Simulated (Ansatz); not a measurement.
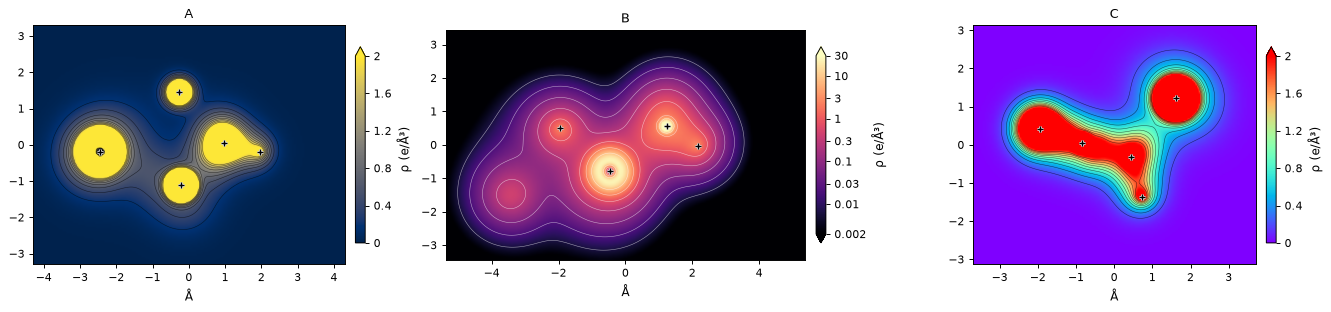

The electron density of 3 systems, each on a plane through atoms (crosses mark nuclei in the plane).

Computed with Ansatz, isolated molecule in a Gaussian basis; Kohn-Sham density functional theory, functional PBE0.

System 1: C2HGeO (SMILES O=[C][CH]=[Ge]) (doublet), the molecular plane. Geometry: B3LYP-D3(BJ)/def2-SVP.

```xyz
5

C    -0.9125    1.8273   -1.3688
C    -1.1042    1.1305   -0.2550
Ge    0.3600    1.3565    1.0138
O    -0.6800    2.4613   -2.3147
H    -1.9998    0.5164   -0.1185
```

System 2: CH6Sn2, the plane of atoms C1, Sn2 and H9. Geometry: r2SCAN-D4/def2-SVP; core potentials replace the inner electrons of Sn.

```xyz
9

C    -0.8103    2.4691    0.1842
Sn    0.2047    0.6734    0.8813
Sn    2.5003   -0.3446   -0.2994
H    -0.1437    3.0651   -0.4546
H    -1.1080    3.0743    1.0542
H    -1.7146    2.1911   -0.3772
H    -1.0733   -0.3000    1.5496
H     2.0230   -1.8481    0.5288
H     0.5514   -0.2402   -0.8285
```

System 3: HLiNSiTe (doublet), the molecular plane. Geometry: PBE0-D3(BJ)/def2-SVP; core potentials replace the inner electrons of Te.

```xyz
5

Li   -0.0858    0.1399   -0.8365
N    -1.2505    1.5883   -0.6588
Si   -2.4651    0.6620   -0.0171
Te   -1.8614   -1.6709    0.1870
H    -1.3494    2.5891   -0.8081
```

Question: Which map belongs to which system?

Answer: Panel A is system 3, HLiNSiTe: the plane holds Li, N, Si, Te and H. Si–N (1.66 Å): ρ at the midpoint is about 1.2 e/Å³. Panel B is system 2, CH6Sn2: the plane holds C, Sn and H. C–Sn (2.18 Å): the density is about 0.68 e/Å³ at the midpoint. Panel C is system 1, C2HGeO: the plane holds C, Ge, O and H. C–O (1.16 Å): ρ is about 3.7 e/Å³ halfway.
